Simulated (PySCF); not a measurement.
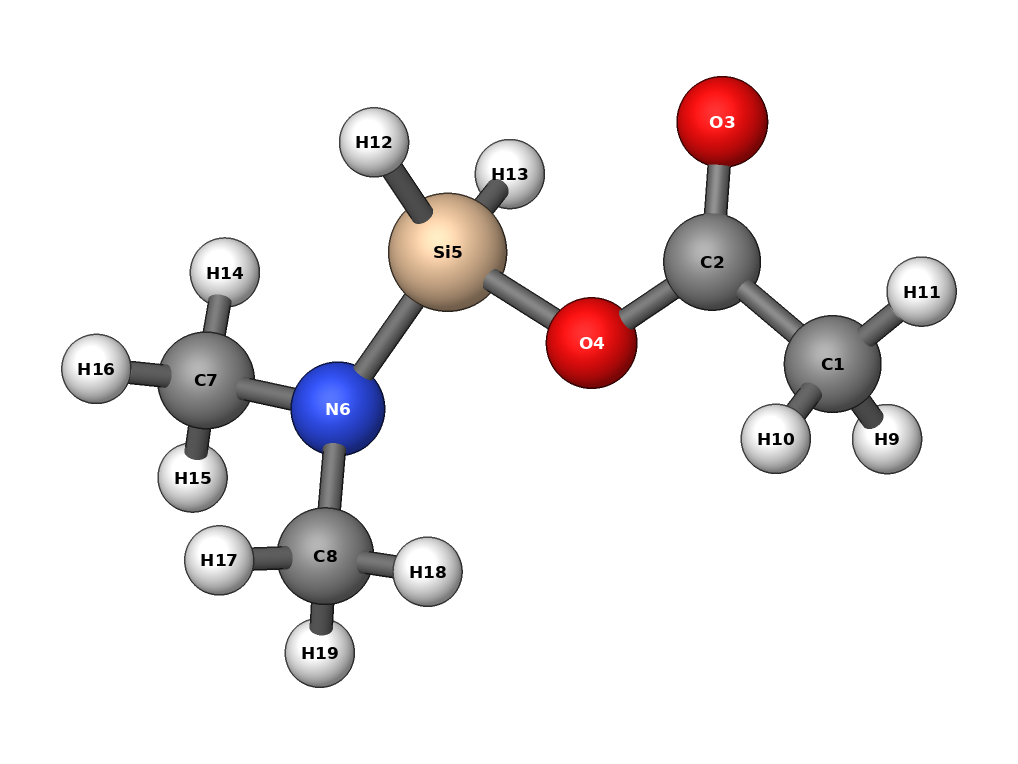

Computed geometry: GFN2-xTB optimisation. No frequency run is at hand to confirm it as a minimum. Properties computed with GIAO PBE0/pcSseg-1 NMR shielding, non-relativistic, gas phase (PySCF 2.14.0). Principal shieldings σ11 ≤ σ22 ≤ σ33, span Ω = σ33 − σ11, skew κ = 3(σiso − σ22)/Ω.

Give the shielding tensors of the N atoms.

```json
{"atom": "N6", "σ11": "220.9", "σ22": "263.8", "σ33": "278.0", "σiso": "254.2", "Ω": "57.1", "κ": "−0.50"}
```

Shieldings and span in ppm.

The geometry is semi-empirical. Around Si such bond lengths and angles can be off by a tenth of an ångström or more and by several degrees, and values that hang on the shape move with them.
